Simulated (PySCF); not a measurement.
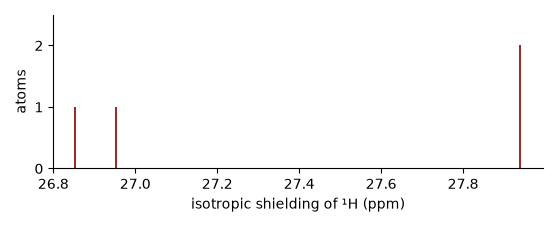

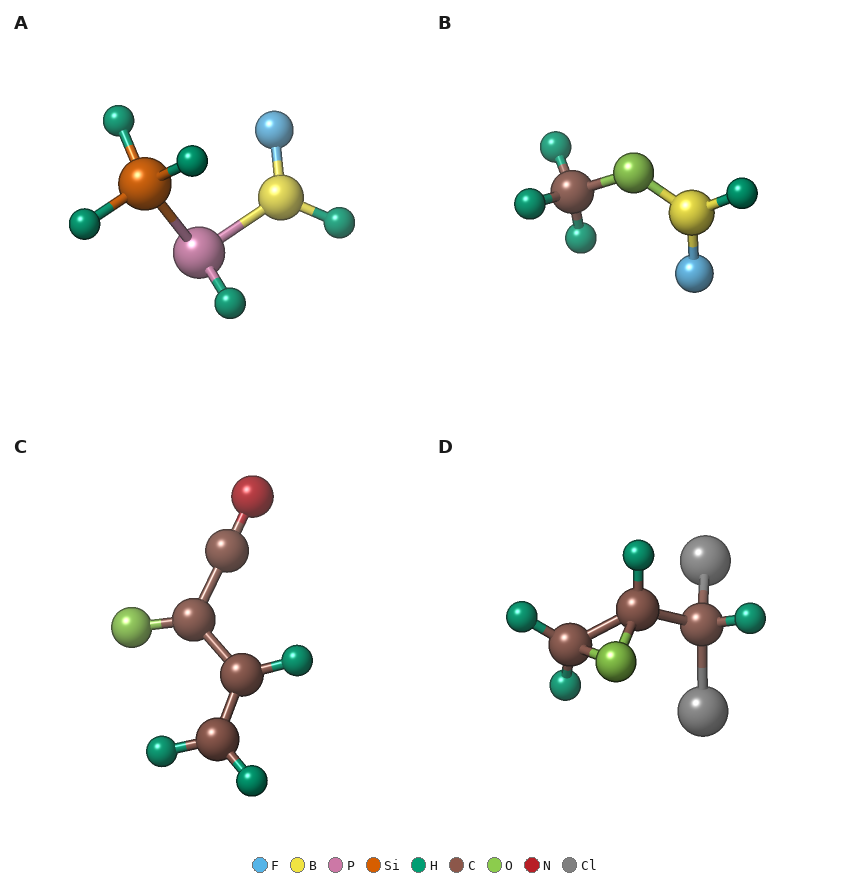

The sticks are computed shieldings of one of the molecules, for one fixed geometry (PBE0-D3(BJ)/def2-SVP) without averaging over rotations. Low shielding means a high chemical shift. Method: GIAO PBE0/aug-cc-pVDZ NMR shielding, non-relativistic, gas phase (PySCF 2.14.0).

Which molecule gives this pattern?

B, `COBF`. Its 4 H atoms give lines at 26.85, 26.95, 27.94 (2 atoms) ppm.
